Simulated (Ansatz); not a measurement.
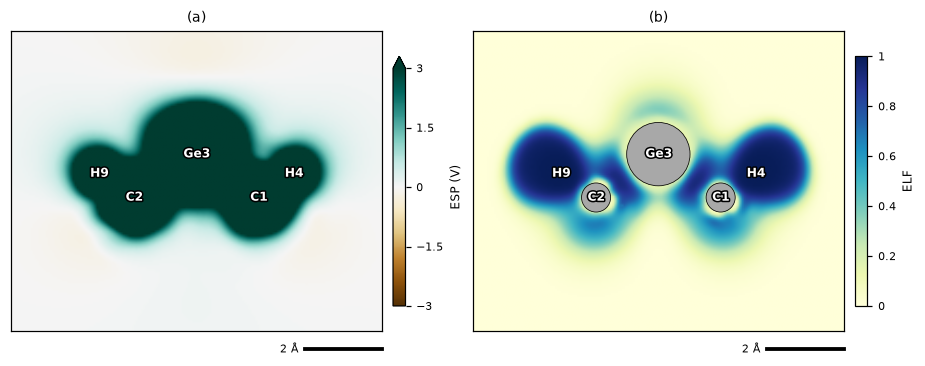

The picture shows: C$_{2}$H$_{8}$Ge (SMILES [CH3][GeH2][CH3]). (a) molecular electrostatic potential; (b) ELF on the plane of atoms Ge3, C2 and H9. Grey discs cover the atomic cores in the ELF map.

Geometry: B3LYP-D3(BJ)/def2-SVP.

Computed with Ansatz, isolated molecule in a Gaussian basis; Kohn-Sham density functional theory, functional PBE0.

```xyz
11

C    -0.6228    1.8946   -0.0532
C     0.5032   -1.1273   -0.2328
Ge   -1.0707   -0.0105    0.1515
H    -1.4983    2.5270    0.1574
H    -0.2843    2.0982   -1.0806
H     0.1842    2.1732    0.6416
H    -2.2199   -0.3812   -0.8173
H    -1.5569   -0.2775    1.5969
H     0.2620   -2.1949   -0.1203
H     1.3237   -0.8802    0.4581
H     0.8506   -0.9546   -1.2628
```

What does the map show?

Answer. The plane passes through C, Ge and H nuclei.
C–Ge (1.97 Å): the ELF peaks at about 0.90 in the valence shell of C, 0.7 Å from its nucleus, and is about 0.70 at the midpoint.
C–H (1.10 Å): the ELF climbs to about 1 towards the hydrogen, as it does in any bond to H; an ordinary covalent bond to hydrogen.
The potential has no marked negative region in this plane.
